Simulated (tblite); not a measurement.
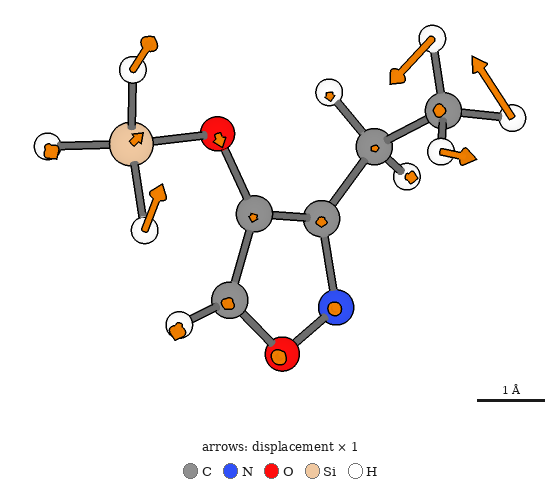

This is a relaxation of C5H9NO2Si. The starting structure is drawn; orange arrows show the displacements, at their true length. The two geometries are superimposed by the best rigid fit.

Style: ball-and-stick. Shown at a tilt.

The calculation used GFN2-xTB geometry optimisation, gas phase in tblite 0.8.0. 

> What happened in the run?

The atom that moves furthest after the best rigid fit is an H atom (1.23 Å). By element the largest moves are H 1.23 Å, O 0.36 Å, N 0.27 Å, Si 0.26 Å, C 0.25 Å. Some distances before and after: O–Si 1.735 → 1.631 Å, C–C 1.343 → 1.431 Å, C–O 1.412 → 1.337 Å, N–O 1.291 → 1.352 Å. Among the angles between lasting bonds that change: C–O–Si 117.1° → 131.5°, O–Si–H 111.3° → 98.1°, H–Si–H 109.2° → 114.2°. Groups turn about C–C by about 55°, O–Si by about 30°. After 166 geometry steps the energy has fallen by 91.8 kJ/mol. The run took 2.2 s on 1 thread of Arm Neoverse N1, on a shared host.
